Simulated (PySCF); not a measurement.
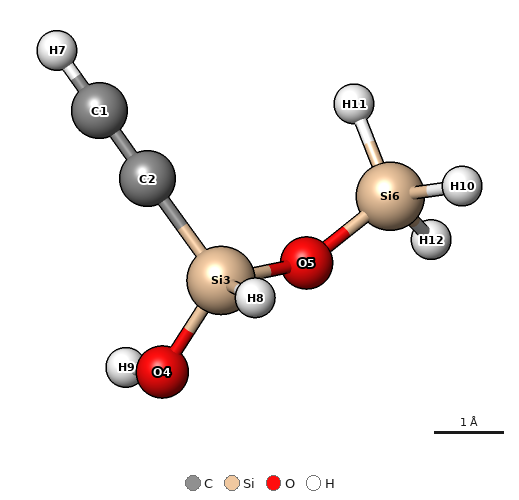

**Figure 1.** The structure (ball-and-stick view, seen at a tilt; atoms are numbered from 1 in the order of the input). Bond lengths as drawn: C–C 1.22 Å, C–H 1.08 Å, C–Si 1.84 Å, H–O 0.96 Å, H–Si 1.48 to 1.49 Å and O–Si 1.65 to 1.66 Å.

## C2H6O2Si2: one change and its effect

System: C2H6O2Si2.
Method of run A: GIAO PBE0/STO-3G NMR shielding, non-relativistic, gas phase (PySCF 2.14.0).

The geometry comes from this level: PBE0-D3(BJ)/def2-SVP. Text and figures count atoms from 1; the logs count them from 0 in places.

**Input file, run A**
```
{"job": {"kind": "nmr", "xc": "PBE0", "basis": "STO-3G", "pop": true}, "charge": 0, "multiplicity": 1}
C      2.099412    -1.286619     1.348143
C      1.455985    -0.341976     0.929338
Si     0.469465     1.072431     0.294868
O      1.418217     2.064398    -0.617164
O     -0.759719     0.451005    -0.607044
Si    -2.020033    -0.614735    -0.759173
H      2.668884    -2.119825     1.720944
H     -0.057670     1.899825     1.400815
H      1.971655     1.645836    -1.282996
H     -3.109234    -0.262374     0.199971
H     -1.558000    -2.007718    -0.483309
H     -2.539208    -0.528644    -2.153007
```

The first line tells a small driver script what to run in PySCF; the rest is the geometry in Å.

Launched with:
```bash
OMP_NUM_THREADS=1 python <driver script> task.json out
```

Hardware: 1 CPU thread, shared host.

**Output (run A)**
```
coarse grid: 11312 points
cycle   1  E = -798.8193237388  dE =  5.766e-01  |g| = 7.936e-01  |ddm| = 4.399e+00
cycle   2  E = -798.6628642990  dE =  1.565e-01  |g| = 1.150e+00  |ddm| = 2.726e+00
cycle   3  E = -799.0410137525  dE = -3.781e-01  |g| = 1.780e-01  |ddm| = 1.672e+00
cycle   4  E = -799.0464340259  dE = -5.420e-03  |g| = 1.234e-01  |ddm| = 3.168e-01
cycle   5  E = -799.0502017710  dE = -3.768e-03  |g| = 3.442e-02  |ddm| = 1.419e-01
cycle   6  E = -799.0505453266  dE = -3.436e-04  |g| = 6.830e-03  |ddm| = 5.197e-02
cycle   7  E = -799.0505613587  dE = -1.603e-05  |g| = 4.883e-04  |ddm| = 1.094e-02
cycle   8  E = -799.0505614484  dE = -8.964e-08  |g| = 1.059e-04  |ddm| = 8.802e-04
final grid: 100920 points
cycle   9  E = -798.9958531836  dE = -4.950e-06  |g| = 3.679e-03  |ddm| = 1.507e-02
cycle  10  E = -798.9958524261  dE =  7.574e-07  |g| = 4.020e-03  |ddm| = 1.231e-02
cycle  11  E = -798.9958578230  dE = -5.397e-06  |g| = 3.371e-04  |ddm| = 6.472e-03
cycle  12  E = -798.9958578570  dE = -3.397e-08  |g| = 1.097e-04  |ddm| = 5.799e-04
cycle  13  E = -798.9958578596  dE = -2.539e-09  |g| = 6.026e-05  |ddm| = 1.556e-04
cycle  14  E = -798.9958578605  dE = -9.620e-10  |g| = 7.624e-06  |ddm| = 6.649e-05
converged SCF energy = -798.9958578605

GIAO shielding tensors (ppm)
atom      isotropic    diamagn.    paramagn.     s11        s22        s33       span
  0 C      154.354     266.306    -111.952    101.493    102.227    259.341    157.848
  1 C      170.375     267.140     -96.765    109.558    110.773    290.795    181.237
  2 Si     553.568     867.009    -313.441    479.174    563.849    617.681    138.507
  3 O      395.144     374.989      20.155    304.052    424.004    457.375    153.322
  4 O      489.083     384.254     104.829    276.288    573.392    617.568    341.279
  5 Si     565.452     867.985    -302.533    517.153    522.886    656.317    139.164
  6 H       30.239      31.335      -1.096     25.294     25.451     39.973     14.678
  7 H       29.721      30.951      -1.229     25.950     26.104     37.110     11.160
  8 H       34.703      29.789       4.914     27.774     31.249     45.085     17.312
  9 H       30.266      31.020      -0.755     26.351     27.547     36.899     10.548
 10 H       30.270      32.569      -2.299     26.055     28.542     36.212     10.157
 11 H       30.007      30.485      -0.478     25.919     27.436     36.667     10.748
```

Run B used a changed input.

**The two runs side by side**

| quantity | run A | run B |
| --- | --- | --- |
| outcome | converged | converged |
| total energy (hartree) | −798.995858 | −808.595477 |
| HOMO (eV) | −4.23 | −8.32 |
| LUMO (eV) | 4.63 | −0.04 |
| dipole moment (D) | 0.98 | 2.84 |
| shielding of C1 (ppm) | 154.4 | 107.5 |
| shielding of C2 (ppm) | 170.4 | 120.4 |
| shielding of Si3 (ppm) | 553.6 | 465.1 |
| shielding of O4 (ppm) | 395.1 | 280.6 |
| shielding of O5 (ppm) | 489.1 | 311.5 |
| shielding of Si6 (ppm) | 565.5 | 454.8 |
| shielding of H9 (ppm) | 34.7 | 31.2 |
| SCF iterations | 14 | 15 |
| basis functions | 44 | 74 |
| wall time (shared host) | 6.9 s | 13 s |

Which change of the input explains these differences?

The change (lines with − go, lines with + come):
```diff
-"basis": "STO-3G"
+"basis": "6-31G"
```

The total energy of run B is 6023.9 kcal/mol lower, which measures the change of basis and not a stability. The HOMO goes from −4.23 to −8.32 eV. The LUMO goes from 4.63 to −0.04 eV. The dipole moment goes from 0.98 to 2.84 D. Of all shieldings, the largest change is that of O5, by −177.5 ppm. The SCF takes 15 iterations against 14. The basis functions go from 44 to 74.

**Output (run B)**
```
coarse grid: 11312 points
cycle   1  E = -808.4715273223  dE =  7.645e-01  |g| = 9.699e-01  |ddm| = 3.375e+00
cycle   2  E = -808.1725179595  dE =  2.990e-01  |g| = 1.566e+00  |ddm| = 2.225e+00
cycle   3  E = -808.6568746094  dE = -4.844e-01  |g| = 1.363e-01  |ddm| = 1.490e+00
cycle   4  E = -808.6608639950  dE = -3.989e-03  |g| = 7.569e-02  |ddm| = 2.114e-01
cycle   5  E = -808.6619058526  dE = -1.042e-03  |g| = 3.687e-02  |ddm| = 8.337e-02
cycle   6  E = -808.6622356481  dE = -3.298e-04  |g| = 8.493e-03  |ddm| = 3.343e-02
cycle   7  E = -808.6622519990  dE = -1.635e-05  |g| = 1.767e-03  |ddm| = 8.150e-03
cycle   8  E = -808.6622527420  dE = -7.430e-07  |g| = 2.355e-04  |ddm| = 2.094e-03
final grid: 100920 points
cycle   9  E = -808.5954681890  dE = -5.277e-06  |g| = 6.409e-03  |ddm| = 1.298e-02
cycle  10  E = -808.5954582919  dE =  9.897e-06  |g| = 9.645e-03  |ddm| = 1.340e-02
cycle  11  E = -808.5954772266  dE = -1.893e-05  |g| = 7.681e-04  |ddm| = 8.071e-03
cycle  12  E = -808.5954773787  dE = -1.521e-07  |g| = 1.620e-04  |ddm| = 8.588e-04
cycle  13  E = -808.5954773828  dE = -4.162e-09  |g| = 6.819e-05  |ddm| = 1.674e-04
cycle  14  E = -808.5954773837  dE = -8.465e-10  |g| = 3.438e-05  |ddm| = 8.511e-05
cycle  15  E = -808.5954773840  dE = -3.058e-10  |g| = 7.483e-06  |ddm| = 3.217e-05
converged SCF energy = -808.5954773840

GIAO shielding tensors (ppm)
atom      isotropic    diamagn.    paramagn.     s11        s22        s33       span
  0 C      107.476     275.397    -167.921     33.160     36.263    253.004    219.845
  1 C      120.390     276.074    -155.684     33.726     35.209    292.234    258.508
  2 Si     465.142     876.781    -411.640    430.028    472.664    492.734     62.706
  3 O      280.551     394.499    -113.948    242.648    286.249    312.757     70.109
  4 O      311.541     409.388     -97.847    247.135    314.417    373.070    125.935
  5 Si     454.832     878.582    -423.750    413.004    418.038    533.455    120.451
  6 H       30.135      29.728       0.407     25.647     25.786     38.972     13.325
  7 H       27.397      28.363      -0.966     23.461     24.395     34.336     10.876
  8 H       31.154      29.388       1.767     24.411     26.398     42.654     18.244
  9 H       27.293      28.450      -1.157     23.043     25.632     33.204     10.161
 10 H       27.272      29.391      -2.120     22.784     26.488     32.543      9.759
 11 H       27.249      28.435      -1.186     22.934     25.483     33.329     10.394
```
